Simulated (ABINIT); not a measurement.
**Sr (Strontium): from the cell to the phonon bands**

How does Sr (Strontium) vibrate, and is this structure a minimum?

Method: DFT LDA, scalar-relativistic, plane waves, PseudoDojo norm-conserving pseudopotentials, in ABINIT 10.8.3.

## (1) Starting point

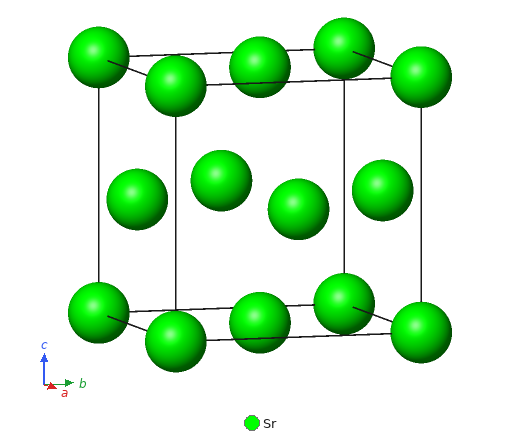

The cell as given, slightly off an axis (strontium green). This picture shows the conventional cell, with its axes. Some periodic images of atoms are drawn too.

## (2) A first look

A first run with smearing and empty bands tells whether the crystal has a gap, which decides between fixed occupations and smearing later on.

Input file probe.abi:

```
# ground state
tolvrs 1.0d-08
prtden 1
prtwf 1

# basis, mesh and filling
ecut 28.0
ngkpt 6 6 6
nshiftk 1
shiftk 0.0 0.0 0.0
istwfk *1
occopt 7
tsmear 0.005
nband 11
nstep 100
diemac 9.0
prtebands 0
prtgsr 0

# cell and atoms
acell 8.130608316 8.130608316 8.130608316
rprim 
    0.0 0.7071067812 0.7071067812
    0.7071067812 0.0 0.7071067812
    0.7071067812 0.7071067812 0.0
ntypat 1
znucl 38
natom 1
typat 1
xred 
    0.0 0.0 0.0
pp_dirpath "./pseudo"
pseudos "Sr.upf"
```

Started as:

```
OMP_NUM_THREADS=1 mpirun -n 4 abinit probe.abi > probe.log
```

Numbers of over 12 decimals in the logs are rounded to 6 here.

probe.abo, the main output file:

```text
[banners, grids, parts of the stress and lines that vanish by symmetry left out]
- input  file    -> probe.abi
- output file    -> probe.abo
- root for input  files -> probei
[...]
Symmetries : space group Fm -3 m (#225); Bravais cF (face-center cubic)
[...]
mpw =        2733          nfft =       64000          nkpt =          16
[...]
== DATASET  1 ==================================================================
[...]
cutoff_energies: {ecut:  28.0, pawecutdg:  -1.0, }
[...]
ETOT  1  -34.259607580491    -3.426E+01 3.206E-02 2.807E-01
 ETOT  2  -34.267644630272    -8.037E-03 4.856E-04 4.429E-02
 ETOT  3  -34.267649039543    -4.409E-06 4.648E-04 2.049E-03
 ETOT  4  -34.267649171835    -1.323E-07 2.923E-04 2.897E-05
 ETOT  5  -34.267649173631    -1.796E-09 2.376E-04 3.471E-06
 ETOT  6  -34.267649174082    -4.504E-10 1.711E-04 6.142E-08
 ETOT  7  -34.267649174088    -6.416E-12 1.401E-04 6.772E-10
 At SCF step    7       vres2   =  6.77E-10 < tolvrs=  1.00E-08 =>converged.
[...]
sigma(1 1)=  6.25766138E-05  sigma(3 2)=  0.00000000E+00
  sigma(2 2)=  6.25766138E-05  sigma(3 1)=  0.00000000E+00
  sigma(3 3)=  6.25766138E-05  sigma(2 1)=  0.00000000E+00
[...]
convergence: {deltae: -6.416E-12, res2:  6.772E-10, residm:  1.401E-04, diffor: null, }
etotal    :  -3.42676492E+01
[...]
sigma(1 1)=  6.25766138E-05  sigma(3 2)=  0.00000000E+00
  sigma(2 2)=  6.25766138E-05  sigma(3 1)=  0.00000000E+00
  sigma(3 3)=  6.25766138E-05  sigma(2 1)=  0.00000000E+00
[...]
- sigma(1 1)=  1.84106754E+00  sigma(3 2)=  0.00000000E+00
- sigma(2 2)=  1.84106754E+00  sigma(3 1)=  0.00000000E+00
- sigma(3 3)=  1.84106754E+00  sigma(2 1)=  0.00000000E+00
[...]
fcart     -0.0000000000E+00 -0.0000000000E+00 -0.0000000000E+00
           strten      6.2576613817E-05  6.2576613817E-05  6.2576613817E-05
================================================================================

[key lines of the parts left out:]
pressure_GPa:  -1.8411E+00
```

It took 3.8 s on 4 MPI ranks of Arm Neoverse V2, shared host.

Numbers from this step:

| Item | Value |
| --- | --- |
| volume per atom | 56.32 Å³ |
| pressure | -1.841 GPa |
| gap on the k-mesh | 0.09687 eV |

A gap of 0.097 eV on this mesh is too small to trust, so smearing is kept; the printed pressure holds the stress of the finite basis too.

## (3) Relaxing the cell and atoms

The harmonic expansion needs vanishing forces, and a free crystal bears no stress, so cell and atoms are brought to rest. Stress is more sensitive to the basis than forces are: the last 3 Ha under the cutoff are smoothed with ecutsm, and the cutoff is raised above that of the later runs.

Input file relax.abi:

```
# relaxation
ionmov 2
optcell 2
dilatmx 1.08
ntime 40
tolmxf 1.0d-05
tolvrs 1.0d-14
prtwf 0
prtden 0
chksymtnons 0

# basis, mesh and filling
ecut 35.0
ecutsm 3.0
ngkpt 8 8 8
nshiftk 1
shiftk 0.0 0.0 0.0
istwfk *1
occopt 7
tsmear 0.001
nband 11
nstep 100
diemac 9.0
prtebands 0
prtgsr 0

# cell and atoms
acell 8.130608316 8.130608316 8.130608316
rprim 
    0.0 0.7071067812 0.7071067812
    0.7071067812 0.0 0.7071067812
    0.7071067812 0.7071067812 0.0
ntypat 1
znucl 38
natom 1
typat 1
xred 
    0.0 0.0 0.0
pp_dirpath "./pseudo"
pseudos "Sr.upf"
```

Started as:

```
OMP_NUM_THREADS=1 mpirun -n 4 abinit relax.abi > relax.log
```

relax.abo, the main output file:

```text
[banners, grids, parts of the stress and lines that vanish by symmetry left out]
- input  file    -> relax.abi
- output file    -> relax.abo
- root for input  files -> relaxi
[...]
Symmetries : space group Fm -3 m (#225); Bravais cF (face-center cubic)
[...]
mpw =        4766          nfft =      110592          nkpt =          29
[...]
== DATASET  1 ==================================================================
[...]
cutoff_energies: {ecut:  35.0, pawecutdg:  -1.0, }
[...]
ETOT  1  -34.259139982794    -3.426E+01 3.371E-02 3.840E-01
 ETOT  2  -34.268667603920    -9.528E-03 1.033E-02 2.563E-02
 ETOT  3  -34.268668240118    -6.362E-07 1.317E-03 5.984E-04
 ETOT  4  -34.268668257746    -1.763E-08 1.174E-03 2.618E-05
 ETOT  5  -34.268668258585    -8.392E-10 2.306E-04 6.371E-08
[...]
At SCF step    9       vres2   =  5.05E-15 < tolvrs=  1.00E-14 =>converged.
[...]
sigma(1 1)=  5.56897662E-05  sigma(3 2)=  0.00000000E+00
  sigma(2 2)=  5.56897662E-05  sigma(3 1)=  0.00000000E+00
  sigma(3 3)=  5.56897662E-05  sigma(2 1)=  0.00000000E+00
[...]
convergence: {deltae: -2.700E-13, res2:  5.049E-15, residm:  8.563E-05, diffor: null, }
etotal    :  -3.42686683E+01
[...]
ETOT  1  -34.268726076745    -3.427E+01 1.690E-03 9.130E-01
[...]
At SCF step    9       vres2   =  6.29E-16 < tolvrs=  1.00E-14 =>converged.
[...]
sigma(1 1)=  5.42560600E-05  sigma(3 2)=  0.00000000E+00
  sigma(2 2)=  5.42560600E-05  sigma(3 1)=  0.00000000E+00
  sigma(3 3)=  5.42560600E-05  sigma(2 1)=  0.00000000E+00
[...]
convergence: {deltae:  3.290E-12, res2:  6.294E-16, residm:  1.311E-06, diffor: null, }
etotal    :  -3.42687728E+01
[...]
ETOT  1  -34.219975344770    -3.422E+01 2.641E-02 8.946E+02
[...]
At SCF step   10       vres2   =  6.76E-16 < tolvrs=  1.00E-14 =>converged.
[...]
sigma(1 1)= -8.08282617E-06  sigma(3 2)=  0.00000000E+00
  sigma(2 2)= -8.08282617E-06  sigma(3 1)=  0.00000000E+00
  sigma(3 3)= -8.08282617E-06  sigma(2 1)=  0.00000000E+00
[...]
convergence: {deltae:  1.066E-12, res2:  6.764E-16, residm:  1.562E-05, diffor: null, }
etotal    :  -3.42703370E+01
[...]
ETOT  1  -34.269779650333    -3.427E+01 3.560E-06 1.195E+01
[...]
At SCF step    9       vres2   =  2.07E-15 < tolvrs=  1.00E-14 =>converged.
[...]
sigma(1 1)=  1.46969408E-06  sigma(3 2)=  0.00000000E+00
  sigma(2 2)=  1.46969408E-06  sigma(3 1)=  0.00000000E+00
  sigma(3 3)=  1.46969408E-06  sigma(2 1)=  0.00000000E+00
[...]
convergence: {deltae: -7.816E-13, res2:  2.072E-15, residm:  3.829E-10, diffor: null, }
etotal    :  -3.42703567E+01
[...]
ETOT  1  -34.270343398235    -3.427E+01 4.533E-07 2.885E-01
[...]
ETOT  8  -34.270357416967     1.030E-12 1.685E-10 1.250E-14
 ETOT  9  -34.270357416970    -3.062E-12 3.132E-10 4.772E-17
 At SCF step    9       vres2   =  4.77E-17 < tolvrs=  1.00E-14 =>converged.
[...]
sigma(1 1)=  2.08050095E-08  sigma(3 2)=  0.00000000E+00
  sigma(2 2)=  2.08050095E-08  sigma(3 1)=  0.00000000E+00
  sigma(3 3)=  2.08050095E-08  sigma(2 1)=  0.00000000E+00
[...]
convergence: {deltae: -3.062E-12, res2:  4.772E-17, residm:  3.132E-10, diffor: null, }
etotal    :  -3.42703574E+01
[...]
At Broyd/MD step   5, gradients are converged :
[...]
sigma(1 1)=  2.08050095E-08  sigma(3 2)=  0.00000000E+00
  sigma(2 2)=  2.08050095E-08  sigma(3 1)=  0.00000000E+00
  sigma(3 3)=  2.08050095E-08  sigma(2 1)=  0.00000000E+00
[...]
- sigma(1 1)=  6.12104513E-04  sigma(3 2)=  0.00000000E+00
- sigma(2 2)=  6.12104513E-04  sigma(3 1)=  0.00000000E+00
- sigma(3 3)=  6.12104513E-04  sigma(2 1)=  0.00000000E+00
[...]
fcart     -0.0000000000E+00 -0.0000000000E+00 -0.0000000000E+00
           strten      2.0805009526E-08  2.0805009526E-08  2.0805009526E-08
================================================================================

[key lines of the parts left out:]
pressure_GPa:  -6.1210E-04
Total energy (etotal) [Ha]= -3.42703574169698E+01
```

Run time: 47 s. Hardware: 4 MPI ranks; 3.1 min of CPU time.

Relaxation path:

```csv
step,energy less that of the first step (eV),largest force (eV/Å),volume (Å³)
1,0.0000,0.0000,56.32
2,-0.0028,0.0000,56.04
3,-0.0454,0.0000,47.59
4,-0.0459,0.0000,48.50
5,-0.0460,0.0000,48.36
```

```csv
"conventional cell, symmetrised",before,after,change
a (Å),6.085,5.783,-5.0 %
b (Å),6.085,5.783,-5.0 %
c (Å),6.085,5.783,-5.0 %
volume (Å³/atom),56.32,48.36,-14.1 %
```

The relaxed structure:

```xyz
1
Lattice="0.0000 2.8916 2.8916 2.8916 0.0000 2.8916 2.8916 2.8916 0.0000" Properties=species:S:1:pos:R:3 pbc="T T T"
Sr    0.0000    0.0000    0.0000
```

Read from the output:

| Property | Result |
| --- | --- |
| volume per atom | 48.36 Å³ |
| pressure | -6.12e-4 GPa |
| gap on the k-mesh | 0.1363 eV |

The volume changes by -14.1 % in this run and stands -14.1 % from the first cell.

## (4) Self-consistent run for the response

First-order wavefunctions inherit every error of the ground state, hence the very tight tolvrs. Smearing stays on, as the first look found no gap above 0.3 eV.

Input file gs.abi:

```
# ground state
tolvrs 1.0d-16
prtden 1
prtwf 1

# basis, mesh and filling
ecut 28.0
ngkpt 8 8 8
nshiftk 1
shiftk 0.0 0.0 0.0
istwfk *1
occopt 7
tsmear 0.001
nband 11
nstep 100
diemac 9.0
prtebands 0
prtgsr 0

# cell and atoms
acell 7.727727971 7.727727971 7.727727971
rprim 
    0.0 0.7071067812 0.7071067812
    0.7071067812 0.0 0.7071067812
    0.7071067812 0.7071067812 0.0
ntypat 1
znucl 38
natom 1
typat 1
xred 
    0.0 0.0 0.0
pp_dirpath "./pseudo"
pseudos "Sr.upf"
```

Started as:

```
OMP_NUM_THREADS=1 mpirun -n 4 abinit gs.abi > gs.log
```

gs.abo, the main output file:

```text
[banners, grids, parts of the stress and lines that vanish by symmetry left out]
- input  file    -> gs.abi
- output file    -> gs.abo
- root for input  files -> gsi
[...]
Symmetries : space group Fm -3 m (#225); Bravais cF (face-center cubic)
[...]
mpw =        2332          nfft =       64000          nkpt =          29
[...]
== DATASET  1 ==================================================================
[...]
cutoff_energies: {ecut:  28.0, pawecutdg:  -1.0, }
[...]
ETOT  1  -34.262885582386    -3.426E+01 4.194E-02 2.509E-01
 ETOT  2  -34.269991481657    -7.106E-03 1.629E-03 3.227E-02
 ETOT  3  -34.269995154088    -3.672E-06 6.563E-04 1.243E-03
 ETOT  4  -34.269995211434    -5.735E-08 2.663E-04 1.397E-05
 ETOT  5  -34.269995212802    -1.368E-09 2.750E-04 1.347E-06
[...]
ETOT  9  -34.269995212971    -6.679E-13 8.237E-05 1.271E-15
 ETOT 10  -34.269995212971     9.095E-13 3.855E-05 2.855E-18
 At SCF step   10       vres2   =  2.86E-18 < tolvrs=  1.00E-16 =>converged.
[...]
sigma(1 1)=  1.16198832E-05  sigma(3 2)=  0.00000000E+00
  sigma(2 2)=  1.16198832E-05  sigma(3 1)=  0.00000000E+00
  sigma(3 3)=  1.16198832E-05  sigma(2 1)=  0.00000000E+00
[...]
convergence: {deltae:  9.095E-13, res2:  2.855E-18, residm:  3.855E-05, diffor: null, }
etotal    :  -3.42699952E+01
[...]
sigma(1 1)=  1.16198832E-05  sigma(3 2)=  0.00000000E+00
  sigma(2 2)=  1.16198832E-05  sigma(3 1)=  0.00000000E+00
  sigma(3 3)=  1.16198832E-05  sigma(2 1)=  0.00000000E+00
[...]
- sigma(1 1)=  3.41868766E-01  sigma(3 2)=  0.00000000E+00
- sigma(2 2)=  3.41868766E-01  sigma(3 1)=  0.00000000E+00
- sigma(3 3)=  3.41868766E-01  sigma(2 1)=  0.00000000E+00
[...]
fcart     -0.0000000000E+00 -0.0000000000E+00 -0.0000000000E+00
           strten      1.1619883167E-05  1.1619883167E-05  1.1619883167E-05
================================================================================

[key lines of the parts left out:]
pressure_GPa:  -3.4187E-01
```

Elapsed: 7.2 s, on 4 MPI ranks; 28 s of CPU time.

Read from the output:

* pressure: -0.3419 GPa
* gap on the k-mesh: 0.1361 eV

The cell stands at -0.34 GPa: the relaxation ran with a smoothed and higher cutoff, and the difference is a stress of the finite basis.

(Continued in part 2 of 3.)

[Host names and launcher messages were left out of these logs when they were recorded.]

[Logs are printed without paths, hosts, clocks, repeated set-up lines and the standing remarks that a program may print on its own settings, such as how far it seeks lower states.]

[Hosts, paths, dates, database ids (printed as entryN), source tags and the programs' standing remarks are cut or masked in the printed files.]
